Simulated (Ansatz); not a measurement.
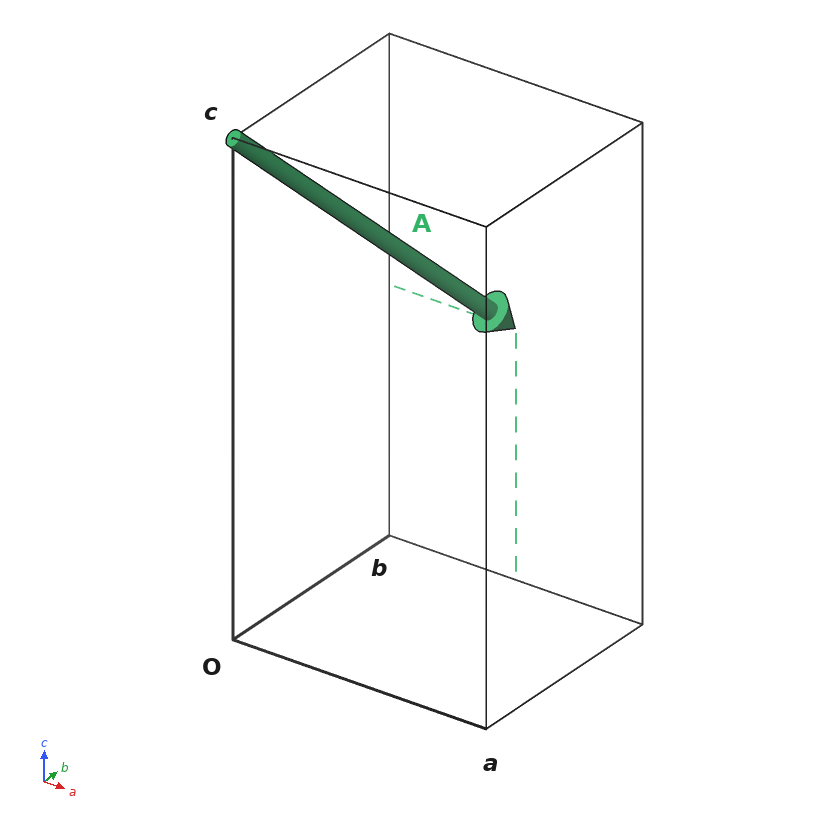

Crystal: ScSiC3, the geometry relaxed with Ansatz 0.2.0, DFT PBE, scalar-relativistic, plane waves, PAW; the starting structure was generated, so it need not be a known form of this composition. The arrow starts at a corner of the unit cell and ends on its surface; where a tip isn't a corner, dashed lines run from it parallel to the axes. The drawing is computed from the coordinates (standard cell, symmetry found to 0.002 Å).

a = 3.983 Å, b = 3.983 Å, c = 5.024 Å, α = 90.00°, β = 90.00°, γ = 120.00°.

Index the direction.

Answer. Arrow A runs from (0, 0, 1) to (1/2, 1, 1/2), so [1 2 −1], in four indices [0 1 −1 −1].

How long is the vector ua + vb + wc?

Answer. 8.534 Å.
